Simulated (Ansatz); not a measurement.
**One shape, several levels: triplet BBr2F**

Aim: a comparison of 6 runs (UHF/STO-3G, U-r2SCAN/cc-pVDZ, U-wB97X/cc-pVDZ, UB2PLYP/cc-pVDZ, UBLYP/cc-pVDZ, RPA@PBE/cc-pVDZ) of triplet BBr2F. 

Program for the calculation: Ansatz 0.2.0.

49 further runs of the same task are left out: 49 set aside as unsound or not needed.

## (1) The molecule

BBr2F has 4 atoms, charge 0, and is taken as a triplet. SMILES of the parent species: `FB(Br)Br`. The shape is that of a PBE0-D4/def2-TZVP optimisation. That shape belongs to the parent species and isn't relaxed for this state.

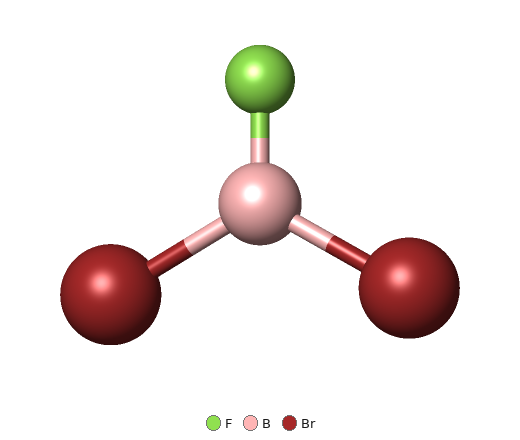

The structure, seen from a chosen angle (fluorine green, boron pink, bromine red).

## (2) A single-point energy at UHF/STO-3G (run 1)

Contents of molecule.yaml:

```yaml
crystal:
  periodic: [false, false, false]
  atoms:
    - {symbol: F, position_ang: [1.316550, 0.465960, 0.364370]}
    - {symbol: B, position_ang: [0.123960, 0.043770, 0.034160]}
    - {symbol: Br, position_ang: [-0.483040, -1.629420, 0.701450]}
    - {symbol: Br, position_ang: [-0.957470, 1.119690, -1.099980]}
basis:
  gaussian:
    orbitals: STO-3G
output:
  orbitals: {seedname: orbitals}
magnetization:
  spin_polarized: true
  initial_magnetization: 2
accuracy: high
hamiltonian:
  xc: hf
```

The run is started by

```
$ ansatz run molecule.yaml --threads 1 --pin off --max-ram 3480MiB --events-out events.jsonl --progress --plain --runs-dir runs
```

Log:

```text
Warning: RAYON_NUM_THREADS=1 ignored (pool sized by the plan → 1); use --threads N
Functional definition: HF
  name "HF"
  exchange = exact_x
  correlation = 0
676 factors; integrals over basis functions are off by at most 6.8e-9 eV
mean field evaluation 1: about -141814.5032 eV, gradient 1.2e1 eV
mean field evaluation 2: about -141814.6308 eV, gradient 1.2e1 eV
mean field evaluation 4: about -141815.8543 eV, gradient 1.1e0 eV
mean field evaluation 8: about -141815.9033 eV, gradient 8.3e-2 eV
mean field evaluation 16: about -141815.9682 eV, gradient 9.6e-1 eV
mean field evaluation 32: about -141815.9291 eV, gradient 1.8e-1 eV
mean field evaluation 64: about -141815.8284 eV, gradient 7.1e-1 eV
mean field evaluation 96: about -141806.5387 eV, gradient 1.3e1 eV
mean field evaluation 128: about -141815.5614 eV, gradient 3.7e-1 eV
mean field evaluation 160: about -141815.7601 eV, gradient 2.0e-1 eV
mean field evaluation 192: about -141815.9476 eV, gradient 3.6e-1 eV
mean field -141816.00597352 eV, -5211.6420931856 hartree, gradient 1.5e-8 eV, S^2 2.008801; 5 other end points of the search recorded, 0 dependent functions left out
reference -141816.00597352 eV, -5211.6420931856 hartree; 43, 41 occupied and 3, 5 virtual orbitals, 676 factors
Total energy: -141816.00597352 eV, -5211.6420931856 hartree
```

Run time: 2.2 s. Hardware: 1 thread of AMD EPYC 9R45 (Zen 5), shared host; peak memory 0.17 GiB.

## (3) A single-point energy at U-r2SCAN/cc-pVDZ (run 2)

Contents of input.yaml:

```yaml
crystal:
  periodic: [false, false, false]
  atoms:
    - {symbol: F, position_ang: [1.316550, 0.465960, 0.364370]}
    - {symbol: B, position_ang: [0.123960, 0.043770, 0.034160]}
    - {symbol: Br, position_ang: [-0.483040, -1.629420, 0.701450]}
    - {symbol: Br, position_ang: [-0.957470, 1.119690, -1.099980]}
basis:
  gaussian:
    orbitals: cc-pVDZ
magnetization:
  spin_polarized: true
  initial_magnetization: 2
hamiltonian:
  xc: r2scan
accuracy: high
output: {orbitals: {seedname: orbitals}}
```

The run is started by

```
$ ansatz run input.yaml --threads 1 --pin off --max-ram 3480MiB --events-out events.jsonl --progress --plain --runs-dir runs
```

Log:

```text
Warning: RAYON_NUM_THREADS=1 ignored (pool sized by the plan → 1); use --threads N
Functional definition: r2SCAN
  name "r2SCAN"
  parameter k0 = 0.174
  parameter k1 = 0.065
  parameter a1 = 4.9479
  exchange = r2scan_x(k0 = k0, k1 = k1, a1 = a1)
  correlation = r2scan_c
1658 factors; integrals over basis functions are off by at most 4.6e-9 eV
mean field evaluation 1: about -143477.4608 eV, gradient 2.4e1 eV
mean field evaluation 2: about -143458.5644 eV, gradient 6.6e1 eV
mean field evaluation 4: about -143479.8727 eV, gradient 4.7e0 eV
mean field evaluation 8: about -143480.0083 eV, gradient 3.3e-1 eV
mean field evaluation 16: about -143480.0063 eV, gradient 1.3e-4 eV
mean field evaluation 32: about -143479.2192 eV, gradient 1.6e0 eV
mean field evaluation 64: about -143479.3186 eV, gradient 1.1e-2 eV
mean field -143480.00625608 eV, -5272.7929756696 hartree, gradient 4.3e-8 eV, S^2 2.007763; 8 other end points of the search recorded, 0 dependent functions left out
reference -143480.00625747 eV, -5272.7929757207 hartree; 43, 41 occupied and 39, 41 virtual orbitals, 1658 factors
Total energy: -143480.00625747 eV, -5272.7929757207 hartree
```

It took 26 s on 1 thread of AMD EPYC 9R45 (Zen 5), shared host; peak memory 0.4 GiB.

## (4) The energy at U-wB97X/cc-pVDZ (run 3)

input.yaml, as its differences from that of step 3:

```diff
@@ -8,9 +8,5 @@
 basis:
-  gaussian:
-    orbitals: cc-pVDZ
-magnetization:
-  spin_polarized: true
-  initial_magnetization: 2
-hamiltonian:
-  xc: r2scan
+  gaussian: {orbitals: cc-pVDZ}
+magnetization: {spin_polarized: true, initial_magnetization: 2}
+hamiltonian: {xc: {name: wB97X}}
 accuracy: high
```

The run is started by

```
$ ansatz run input.yaml --threads 1 --pin off --max-ram 3480MiB --events-out events.jsonl --progress --plain --runs-dir runs
```

Log, shortened:

```text
Warning: RAYON_NUM_THREADS=1 ignored (pool sized by the plan → 1); use --threads N
Functional definition: wB97X
  name "wB97X"
[...]
      + exact_x_lr(omega)
[...]
      + integral(e_c_pw_opposite_spin*poly(b97_u_opposite, 1, cos1, cos2, cos3, cos4))
1658 factors; integrals over basis functions are off by at most 4.6e-9 eV
292 factors; integrals over basis functions are off by at most 1.5e-9 eV
[...]
mean field -143482.50799437 eV, -5272.8849128560 hartree, gradient 5.8e-8 eV, S^2 2.012128; 6 other end points of the search recorded, 0 dependent functions left out
reference -143482.50799265 eV, -5272.8849127928 hartree; 43, 41 occupied and 39, 41 virtual orbitals, 1658 factors
Total energy: -143482.50799265 eV, -5272.8849127928 hartree
```

Run time: 58 s. Hardware: 1 thread of AMD EPYC 9R45 (Zen 5), shared host; peak memory 0.88 GiB.

Runs 4 to 5 aren't shown in full; the table further down has their settings and results.

## (5) A single-point energy at RPA@PBE/cc-pVDZ (run 6)

Contents of job.yaml:

```yaml
crystal:
  periodic: [false, false, false]
  atoms:
    - {symbol: F, position_ang: [1.316550, 0.465960, 0.364370]}
    - {symbol: B, position_ang: [0.123960, 0.043770, 0.034160]}
    - {symbol: Br, position_ang: [-0.483040, -1.629420, 0.701450]}
    - {symbol: Br, position_ang: [-0.957470, 1.119690, -1.099980]}
basis:
  gaussian: {orbitals: cc-pVDZ}
magnetization: {spin_polarized: true, initial_magnetization: 2}
hamiltonian: {xc: {name: PBE}}
correlation: {method: rpa, frozen_orbitals: {B: 1, Br: 9, F: 1}}
accuracy: high
```

The run is started by

```
$ ansatz run job.yaml --threads 1 --pin off --max-ram 3480MiB --events-out events.jsonl --progress --plain --runs-dir runs
```

Log, shortened:

```text
Warning: RAYON_NUM_THREADS=1 ignored (pool sized by the plan → 1); use --threads N
Functional definition: PBE
  name "PBE"
[...]
1658 factors; integrals over basis functions are off by at most 4.6e-9 eV
[...]
mean field -143457.82251740 eV, -5271.9777383100 hartree, gradient 8.2e-8 eV, S^2 2.003327; 10 other end points of the search recorded, 0 dependent functions left out
20 core orbitals not correlated: weight in the atoms' cores, before any rotation towards them, 1.000 or more for the frozen orbitals, at most 0.000 for the correlated occupied ones
reference -143370.00030389 eV, -5268.7503314914 hartree; 23, 21 occupied and 39, 41 virtual orbitals, 1658 factors
Total energy: -143392.40250477 eV, -5269.5735971889 hartree
```

Wall time 18 s (1 thread of AMD EPYC 9R45 (Zen 5), shared host); peak memory 0.38 GiB.

## (6) All runs side by side

```csv
run,level,frozen core orbitals,energy (Eh),HOMO energy (eV),⟨S²⟩,wall time
1,UHF/STO-3G,–,-5211.642093,-2.70,2.009,2.2 s
2,U-r2SCAN/cc-pVDZ,–,-5272.792976,-2.04,2.008,26 s
3,U-wB97X/cc-pVDZ,–,-5272.884913,-4.96,2.012,58 s
4,UB2PLYP/cc-pVDZ,20,-5271.905427,-3.80,2.014,19 s
5,UBLYP/cc-pVDZ,–,-5272.910383,-1.44,2.003,11 s
6,RPA@PBE/cc-pVDZ,20,-5269.573597,–,2.003,18 s
```

## (7) What came out

| quantity | value |
| --- | --- |
| run 6: total energy | -5269.57360 Eh |
| run 6: RPA correlation energy (valence) | -823.3 mEh |
| run 6: ⟨S²⟩ of the reference determinant | 2.003 |

Totals of different functionals can't be ranked against each other. In run 1 the basis is minimal, so the values are rough. All runs together took 2.2 min, the longest 58 s.
